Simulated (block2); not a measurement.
# BF3 (boron trifluoride) at DMRG/ANO-RCC-MB

What is the vertical electron affinity of BF3 (boron trifluoride) at DMRG/ANO-RCC-MB? Input form: a Python script.

The calculation is run with block2 0.5.4.

2 further runs of the same task are left out: 2 that didn't finish. Runs told in other sessions of the task aren't counted.

## Step 1: Starting point

BF3: 4 atoms, total charge 0, spin state singlet. SMILES: `FB(F)F`. The coordinates come from a PBE0-D4/def2-TZVP relaxation.

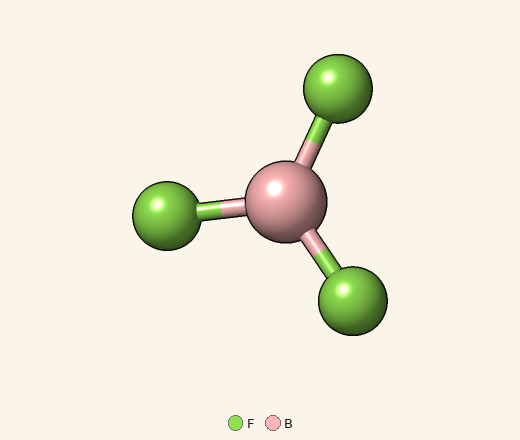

The structure, seen from a chosen angle (fluorine green, boron pink).

## Step 2: A single-point energy at DMRG/ANO-RCC-MB

File dmrg.py:

```python
import numpy as np
from pyscf import cc, dft, gto, mp, scf
from pyblock2._pyscf.ao2mo import integrals as itg
from pyblock2.driver.core import DMRGDriver, SymmetryTypes

geom = """
F      0.543870     0.210740     1.174280
B      0.000020     0.000000     0.000010
F     -0.265170    -1.223510    -0.389620
F     -0.278730     1.012770    -0.784660
"""
mol = gto.M(
    atom=geom,
    basis="ano-rcc-mb",
    charge=0,
    verbose=3,
)
print("nao = %d" % (mol.nao))
mf = scf.RHF(mol)
mf.conv_tol = 1e-10
mf.max_cycle = 200
mf.kernel()
if not mf.converged:
    mf = mf.newton().run(mf.mo_coeff, mf.mo_occ)
print(f"SCF energy = {mf.e_tot:.10f}")
ref = mf
pt = mp.MP2(ref, frozen=4).run()
mycc = cc.CCSD(ref, frozen=4)
mycc.max_cycle = 150
mycc.kernel()
print(f"E(MP2) = {pt.e_tot:.10f}")
if mycc.converged:
    print(f"E(CCSD) = {mycc.e_tot:.10f}")
    print(f"CCSD(T) total energy = {mycc.e_tot + mycc.ccsd_t():.10f}")
    print("T1 = %.4f" % (mycc.get_t1_diagnostic()))
ks = dft.RKS(mol, xc="tpssh").set(conv_tol=1e-9, verbose=3).run()
if ks.converged:
    print("E(TPSSh) = %.8f" % (ks.e_tot))
ks = dft.RKS(mol, xc="tpss").set(conv_tol=1e-9, verbose=3).run()
if ks.converged:
    print("E(TPSS) = %.8f" % (ks.e_tot))
ks = dft.RKS(mol, xc="b3lyp").set(conv_tol=1e-9, verbose=3).run()
if ks.converged:
    print(f"E(B3LYP) = {ks.e_tot:.8f}")
ks = dft.RKS(mol, xc="pbe0").set(conv_tol=1e-9, verbose=3).run()
if ks.converged:
    print("E(PBE0) = %.8f" % (ks.e_tot))
ncas, n_elec, spin, ecore, h1e, g2e, orb_sym = itg.get_rhf_integrals(mf, ncore=4, ncas=16, pg_symm=False, g2e_symm=8)
driver = DMRGDriver(scratch="./tmp", symm_type=SymmetryTypes.SU2, stack_mem=1500 << 20, n_threads=1)
driver.initialize_system(n_sites=ncas, n_elec=n_elec, spin=spin, orb_sym=orb_sym)
mpo = driver.get_qc_mpo(h1e=h1e, g2e=g2e, ecore=ecore, iprint=1)
occs = np.array([1.7] * 12 + [0.3] * 4)
ket = driver.get_random_mps(tag="GS", bond_dim=50, nroots=1, occs=occs)
bond_dims = [50] * 3 + [100] * 4
noises = [0.0001] * 3 + [1e-05] * 4 + [0]
thrds = [1e-09] * 7
e = driver.dmrg(mpo, ket, n_sweeps=13, tol=1e-06, bond_dims=bond_dims, noises=noises, thrds=thrds, iprint=2)
ms, dws, es = driver.get_dmrg_results()
print("discarded weight = %.3e" % (dws[-1]))
print("final energy = %.10f" % (e))
dm1 = driver.get_1pdm(ket)
print("occupation numbers =", np.round(np.linalg.eigvalsh(dm1)[::-1], 5).tolist())
c_act = mf.mo_coeff[:, 4:20]
dm_ao = c_act @ dm1 @ c_act.T + 2 * mf.mo_coeff[:, :4] @ mf.mo_coeff[:, :4].T
print("dipole / D =", np.round(scf.hf.dip_moment(mol, dm_ao, verbose=0), 4).tolist())
print("max block entropy = %.4f" % (max(driver.get_bipartite_entanglement(ket))))
csf, coef = driver.get_csf_coefficients(ket, cutoff=0.08, iprint=1)
print("leading coefficient squared = %.4f" % (np.max(np.abs(coef)) ** 2))
```

Command:

```sh
$ python dmrg.py
```

The log of the run:

```text
nao = 20
converged SCF energy = -322.963805305867
SCF energy = -322.9638053059
E(RMP2) = -323.046758260854  E_corr = -0.0829529549873192
E(SCS-RMP2) = -323.046476726015  E_corr = -0.0826714201484339
E(CCSD) = -323.0571568725349  E_corr = -0.09335156666790063
E(MP2) = -323.0467582609
E(CCSD) = -323.0571568725
CCSD(T) correction = -0.00676870574572926
CCSD(T) total energy = -323.0639255783
T1 = 0.0130
converged SCF energy = -324.372045351597
E(TPSSh) = -324.37204535
converged SCF energy = -324.409573931953
E(TPSS) = -324.40957393
converged SCF energy = -324.385571400931
E(B3LYP) = -324.38557140
converged SCF energy = -324.056543146001
E(PBE0) = -324.05654315
integral symmetrize error =  0.0
integral cutoff error =  0.0
mpo terms =      36008

[... 68 lines left out ...]
 <-- Site =   10-  11 .. Mmps =   50 Ndav =   8 E =   -323.0312071080 Error = 4.96e-05 FLOPS = 4.01e+09 Tdav = 0.05 T = 0.11
[... 33 lines left out ...]
 --> Site =   14-  15 .. Mmps =   28 Ndav =   1 E =   -323.0609177181 Error = 1.47e-20 FLOPS = 3.41e+08 Tdav = 0.00 T = 0.01
[... 42 lines left out ...]
 --> Site =    9-  10 .. Mmps =  100 Ndav =   7 E =   -323.0627649931 Error = 1.35e-05 FLOPS = 4.48e+09 Tdav = 0.25 T = 0.46
[... 42 lines left out ...]
 --> Site =    4-   5 .. Mmps =  100 Ndav =   2 E =   -323.0631207398 Error = 4.83e-11 FLOPS = 3.49e+09 Tdav = 0.02 T = 0.13
[... 28 lines left out ...]
 <-- Site =    5-   6 .. Mmps =  100 Ndav =   2 E =   -323.0632195898 Error = 1.53e-11 FLOPS = 4.18e+09 Tdav = 0.05 T = 0.25
 <-- Site =    4-   5 .. Mmps =  100 Ndav =   2 E =   -323.0632199252 Error = 4.35e-19 FLOPS = 3.91e+09 Tdav = 0.03 T = 0.15
 <-- Site =    3-   4 .. Mmps =   80 Ndav =   1 E =   -323.0632199252 Error = 4.06e-20 FLOPS = 3.40e+09 Tdav = 0.00 T = 0.08
 <-- Site =    2-   3 .. Mmps =   55 Ndav =   1 E =   -323.0632199252 Error = 6.18e-20 FLOPS = 2.18e+09 Tdav = 0.00 T = 0.04
 <-- Site =    1-   2 .. Mmps =   30 Ndav =   1 E =   -323.0632199252 Error = 3.49e-20 FLOPS = 8.18e+08 Tdav = 0.00 T = 0.02
 <-- Site =    0-   1 .. Mmps =    7 Ndav =   1 E =   -323.0632199252 Error = 2.02e-21 FLOPS = 1.25e+08 Tdav = 0.00 T = 0.00
[... 8 lines left out ...]
discarded weight = 3.207e-05
final energy = -323.0632922213
occupation numbers = [1.99969, 1.99969, 1.99944, 1.99613, 1.99611, 1.99338, 1.99038, 1.98884, 1.98557, 1.98553, 1.98033, 1.98029, 0.03775, 0.02856, 0.01916, 0.01914]
dipole / D = [0.0, -0.0001, -0.0002]
max block entropy = 0.3891
DTRIE T =      0.001
Number of CSF =          1 (cutoff =      0.08)
Sum of weights of included CSF =    0.943014607554679

CSF          0 2222222222220000  =   -0.971089392154337
leading coefficient squared = 0.9430
```

Wall time 31 s (1 thread of Arm Neoverse V2, shared host); peak memory 0.35 GiB.

## Step 3: The doublet anion: a single-point energy at DMRG/ANO-RCC-MB

File block2_dmrg.py:

```python
import numpy as np
from pyscf import cc, dft, gto, mcscf, mp, scf
from pyblock2._pyscf.ao2mo import integrals as itg
from pyblock2.driver.core import DMRGDriver, SymmetryTypes

geom = """
F      0.543870     0.210740     1.174280
B      0.000020     0.000000     0.000010
F     -0.265170    -1.223510    -0.389620
F     -0.278730     1.012770    -0.784660
"""
mol = gto.M(
    atom=geom,
    basis="ano-rcc-mb",
    charge=-1,
    spin=1,
    verbose=4,
    max_memory=2000,
)
print("nao                           : %d" % (mol.nao))
mf = scf.ROHF(mol)
mf.conv_tol = 1e-10
mf.max_cycle = 200
mf.kernel()
if not mf.converged:
    mf = mf.newton().run(mf.mo_coeff, mf.mo_occ)
print("E(HF)                         : %.10f" % (mf.e_tot))
# single-reference ladder for comparison
ref = scf.UHF(mol).run(mf.make_rdm1(), conv_tol=1e-10)
pt = mp.MP2(ref, frozen=4).run()
mycc = cc.CCSD(ref, frozen=4)
mycc.max_cycle = 150
mycc.kernel()
print("MP2 total energy              : %.10f" % (pt.e_tot))
if mycc.converged:
    print(f"CCSD total energy             : {mycc.e_tot:.10f}")
    print("CCSD(T) total energy          : %.10f" % (mycc.e_tot + mycc.ccsd_t()))
# a few density functionals on the same geometry and basis
ks = dft.UKS(mol, xc="tpssh").set(conv_tol=1e-9, verbose=3).run(mf.make_rdm1())
if ks.converged:
    print(f"E(TPSSh)                      : {ks.e_tot:.8f}")
ks = dft.UKS(mol, xc="tpss").set(conv_tol=1e-9, verbose=3).run(mf.make_rdm1())
if ks.converged:
    print("E(TPSS)                       : %.8f" % (ks.e_tot))
ks = dft.UKS(mol, xc="b3lyp").set(conv_tol=1e-9, verbose=3).run(mf.make_rdm1())
if ks.converged:
    print(f"E(B3LYP)                      : {ks.e_tot:.8f}")
ks = dft.UKS(mol, xc="pbe0").set(conv_tol=1e-9, verbose=3).run(mf.make_rdm1())
if ks.converged:
    print(f"E(PBE0)                       : {ks.e_tot:.8f}")
# CCSD natural orbitals
occ_no, mo = mcscf.addons.make_natural_orbitals(cc.CCSD(mf.to_uhf(), frozen=4).run())
mf.mo_coeff = mo
ncas, n_elec, spin, ecore, h1e, g2e, orb_sym = itg.get_rhf_integrals(mf, ncore=4, ncas=16, pg_symm=False, g2e_symm=1)
drv = DMRGDriver(scratch="./tmp", symm_type=SymmetryTypes.SU2, stack_mem=1500 << 20, n_threads=1)
# order the orbitals along the chain
idx = drv.orbital_reordering(h1e, g2e, method="fiedler")
print("orbital order:", idx.tolist())
h1e = h1e[np.ix_(idx, idx)]
g2e = g2e[np.ix_(idx, idx, idx, idx)]
orb_sym = np.array(orb_sym)[idx]
drv.initialize_system(n_sites=ncas, n_elec=n_elec, spin=spin, orb_sym=orb_sym)
mpo = drv.get_qc_mpo(h1e=h1e, g2e=g2e, ecore=ecore, iprint=1)
occs = np.array([1.8] * 12 + [1.0] * 1 + [0.2] * 3)[idx]
mps = drv.get_random_mps(tag="GS", bond_dim=100, nroots=1, occs=occs)
bond_dims = [100] * 4 + [200] * 3 + [300] * 2 + [400] * 3
noises = [0.001] * 4 + [0.0001] * 3 + [0.0001] * 2 + [1e-05] * 3 + [0]
thrds = [1e-09] * 12
e = drv.dmrg(mpo, mps, n_sweeps=18, tol=1e-06, bond_dims=bond_dims, noises=noises, thrds=thrds, iprint=1)
ms, dws, es = drv.get_dmrg_results()
print("DW                            : %.3e" % (dws[-1]))
print("E(final)                      : %.10f" % (e))
dm1 = drv.get_1pdm(mps)
print("natural occupations           :", np.round(np.linalg.eigvalsh(dm1)[::-1], 5).tolist())
c_act = mf.mo_coeff[:, 4:20][:, idx]
dm_ao = c_act @ dm1 @ c_act.T + 2 * mf.mo_coeff[:, :4] @ mf.mo_coeff[:, :4].T
print("dipole moment (debye)         :", np.round(scf.hf.dip_moment(mol, dm_ao, verbose=0), 4).tolist())
print("max block entropy             : %.4f" % (max(drv.get_bipartite_entanglement(mps))))
csf, coef = drv.get_csf_coefficients(mps, cutoff=0.05, iprint=1)
print(f"leading coefficient squared   : {np.max(np.abs(coef)) ** 2:.4f}")
# exact diagonalisation in the same space
ci = mcscf.CASCI(mf, 16, (13, 12))
ci.fix_spin_(ss=0.75)
ci.fcisolver.conv_tol = 1e-10
ci.fcisolver.max_cycle = 200
ci.kernel()
print("exact diagonalisation         : %.10f" % (ci.e_tot))
```

Command:

```sh
$ python block2_dmrg.py
```

The log of the run:

```text
[INPUT] verbose = 4
[INPUT] num. atoms = 4
[INPUT] num. electrons = 33
[INPUT] charge = -1
[INPUT] spin (= nelec alpha-beta = 2S) = 1
[INPUT] symmetry False subgroup None
[INPUT] Mole.unit = angstrom
[INPUT] Symbol           X                Y                Z      unit          X                Y                Z       unit  Magmom
[INPUT]  1 F      0.543870000000   0.210740000000   1.174280000000 AA    1.027765347367   0.398240883491   2.219067593554 Bohr   0.0
[INPUT]  2 B      0.000020000000   0.000000000000   0.000010000000 AA    0.000037794522   0.000000000000   0.000018897261 Bohr   0.0
[INPUT]  3 F     -0.265170000000  -1.223510000000  -0.389620000000 AA   -0.501098676451  -2.312098810667  -0.736275092653 Bohr   0.0
[INPUT]  4 F     -0.278730000000   1.012770000000  -0.784660000000 AA   -0.526723362700   1.913857927176  -1.482792500901 Bohr   0.0

[... 98 lines left out ...]
converged SCF energy = -322.85519923962  <S^2> = 0.75392609  2S+1 = 2.0039222
[... 34 lines left out ...]
UCCSD converged
[... 2 lines left out ...]
CCSD total energy             : -322.9219104742
[... 11 lines left out ...]
converged SCF energy = -324.286869710637  <S^2> = 0.75120668  2S+1 = 2.0012063
[... 21 lines left out ...]
converged SCF energy = -324.305322947827  <S^2> = 0.75088536  2S+1 = 2.0008852
[... 25 lines left out ...]
Init t2, MP2 energy = -0.0552694457094495
[... 22 lines left out ...]
integral symmetrize error =  0.0
integral cutoff error =  0.0
[... 64 lines left out ...]
E(final)                      : -322.9248790316
[... 6 lines left out ...]
Sum of weights of included CSF =    0.963795158622958
[... 1 line left out ...]
CSF          0 000222222222222-  =    0.981730695569288
leading coefficient squared   : 0.9638

******** <class 'pyscf.mcscf.casci.CASCI'> ********
CAS (13e+12e, 16o), ncore = 4, nvir = 0
natorb = False
canonicalization = True
sorting_mo_energy = False
max_memory 2000 MB (current use 413 MB)
******** <class 'pyscf.fci.addons.SpinPenaltyFCISolver'> ********
max. cycles = 200
conv_tol = 1e-10
davidson only = True
linear dependence = 1e-12
level shift = 0.001
max iter space = 12
max_memory 2000 MB
nroots = 1
pspace_size = 400
spin = None
Density matrix diagonal elements [1.99977198 1.99977198 1.99921694 1.99669717 1.99669697 1.99609868
 1.99550031 1.99550024 1.99477548 1.98825346 1.98410496 1.9841049
 1.00975265 0.02807597 0.01583952 0.01583878]
CASCI converged
CASCI E = -322.924879061084  E(CI) = -134.216039720493  S^2 = 0.7500000
exact diagonalisation         : -322.9248790611
```

It took 5.7 min on 1 thread of Arm Neoverse V2, shared host; peak memory 1.6 GiB.

## Step 4: Results

At DMRG/ANO-RCC-MB, 4 core orbitals frozen:

| quantity | value |
| --- | --- |
| run 1, DMRG/ANO-RCC-MB: total energy | -323.06329 Eh |
| run 1, DMRG/ANO-RCC-MB: dipole moment (of the density that the program reports) | 0.00 D |
| run 1, DMRG/ANO-RCC-MB: T1 diagnostic of the CCSD step | 0.013 |
| doublet anion: total energy | -322.92488 Eh |
| vertical electron affinity (to the doublet anion) | -3.766 eV |

**Reading.** The anion lies 3.77 eV (363 kJ/mol) above the neutral: the electron isn't bound at this level, and such a value depends on the basis. Without diffuse functions anions come out too high. In a minimal basis such a difference can be off by several eV, whatever the method. The basis (run 1, DMRG/ANO-RCC-MB) was made for a relativistic Hamiltonian, but the run is non-relativistic. The basis (doublet anion) was made for a relativistic Hamiltonian, but the run is non-relativistic.
